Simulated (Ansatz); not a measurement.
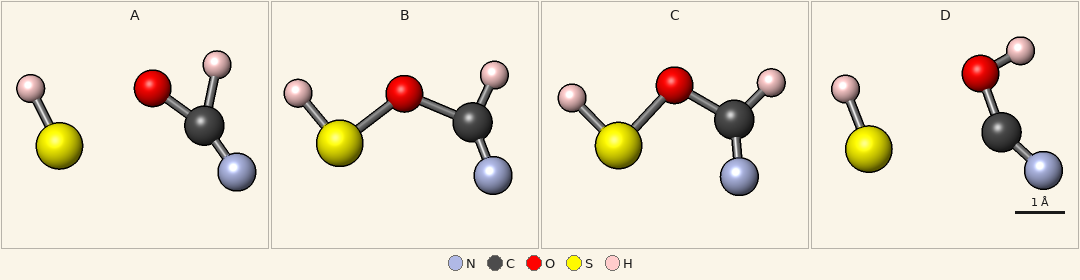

4 geometries from a converged minimum-energy path of CH$_{2}$NOS (charge −1), shuffled. A ball-and-stick model, seen at a tilt.

Computed with RKS B3LYP/def2-SVP (Ansatz). Run with 7 movable images; climbing image; force threshold 0.05 eV/Å; iteration limit 60; starting path through a guess of the saddle point.

> Which frame is the top of the path?

A. In order along the path, whose images run from 0 to 8: C (image 0, 0.00 eV), B (image 2, +0.20 eV), A (image 4, +0.96 eV), D (image 6, −0.94 eV). Breaking: C–H (1.13 → 1.86 Å), O–S (1.77 → 2.70 Å). Forming: H–O (2.01 → 0.97 Å).

Limits of the set-up: the basis has no diffuse functions, which an anion needs.

The run took 3.7 min on 1 thread of Arm Neoverse V2, with other jobs on the host, peak memory 0.13 GiB.
